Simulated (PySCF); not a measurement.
Cl2I2Si.

PySCF calculation, B3LYP/def2-SVPD, gas phase; geometry: GFN2-xTB. Core potentials replace the inner electrons of I; spin–orbit coupling isn't included. No frequency check shows the geometry to be a minimum. GFN2-xTB bond lengths at metals and heavier atoms can be off by up to 0.1 Å and shapes distorted, which carries into these values.

The calculation's input:

```python
import numpy as np
from pyscf import gto, scf, dft, tdscf
from pyscf.scf import atom_ks, atom_hf
from scipy.linalg import block_diag

def solve(mol, dm0=None, hcore=None):
    mf = (dft.UKS if mol.spin else dft.RKS)(mol, xc='b3lyp')
    mf.grids.level = 3
    mf = mf.density_fit(auxbasis='def2-universal-jkfit')
    mf.conv_tol, mf.max_cycle = 1e-8, 80
    if hcore is not None:
        mf.get_hcore = lambda *args: hcore
    mf.kernel(dm0)
    if not mf.converged:
        mf = mf.newton().run(mf.mo_coeff, mf.mo_occ, max_cycle=30)
    assert mf.converged, 'SCF not converged'
    return mf

mol = gto.M(atom='''
Si     0.00001     0.76715     0.00013
I      1.96464    -0.71085    -0.00004
I     -1.96464    -0.71085     0.00004
Cl    -0.00015     1.90026    -1.65518
Cl     0.00015     1.90032     1.65508
''', basis='def2-svpd', ecp={'I': 'def2-svpd'}, charge=0, spin=0, verbose=4)
mf = solve(mol)
td = mf.TDA()
td.nstates, td.singlet, td.conv_tol = 4, True, 1e-5
td.kernel()
td.analyze()
x, y = np.array([p[0] for p in td.xy]), np.array([p[1] + 0 * p[0] for p in td.xy])
f, mu = td.oscillator_strength(), td.transition_dipole()
nto = [td.get_nto(state=i + 1, verbose=4) for i in range(len(td.e))]
# spherically averaged free atoms, for the promolecule
atom_ks.AtomSphAverageRKS.init_guess_by_vsap = lambda self, mol=None: self.init_guess_by_minao(mol)  # core potentials
atm = atom_ks.get_atm_nrks(mol, xc='b3lyp')
pro = block_diag(*[(atm[a[0]][2] * atm[a[0]][3]) @ atm[a[0]][2].T for a in mol._atom])
np.savez('result.npz', e=td.e, f=f, ok=td.converged, w=[n[0] for n in nto], nto=[n[1] for n in nto], x=x, y=y, c=mf.mo_coeff, occ=mf.mo_occ, eps=mf.mo_energy, pro=pro, mu=mu)
```

Run with:

```sh
OMP_NUM_THREADS=1 python input.py
```

The run took 5.3 min on 1 thread of Arm Neoverse V1, on a shared host, peak memory 0.74 GiB.

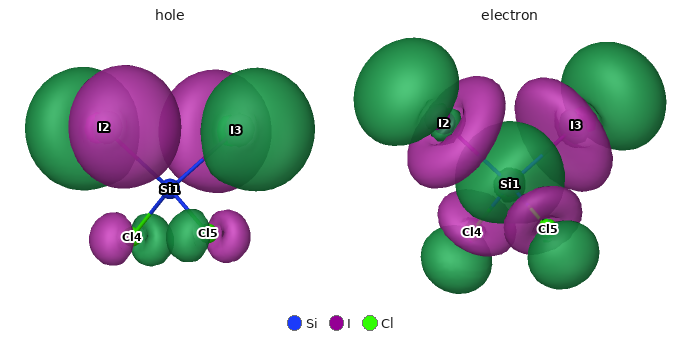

Leading natural transition orbital pair of S₂ (TDA singlet states); the surfaces enclose about 85 % of each orbital's density.

Where does the state lie, and where do hole and electron sit?

4.40 eV (282 nm), f = 0.000 (dark), partly diffuse acceptor orbital; the leading pair carries 99 %; hole on I2 and I3 (46 % each), electron on I2 and I3 (28 % each), Si1 (26 %) and Cl4 and Cl5 (9 % each) (atom shares of so diffuse an orbital are rough); their centroids lie 0.5 Å apart. In canonical orbitals it is mainly HOMO−1 → LUMO (99 %). The HOMO–LUMO gap is 5.10 eV.
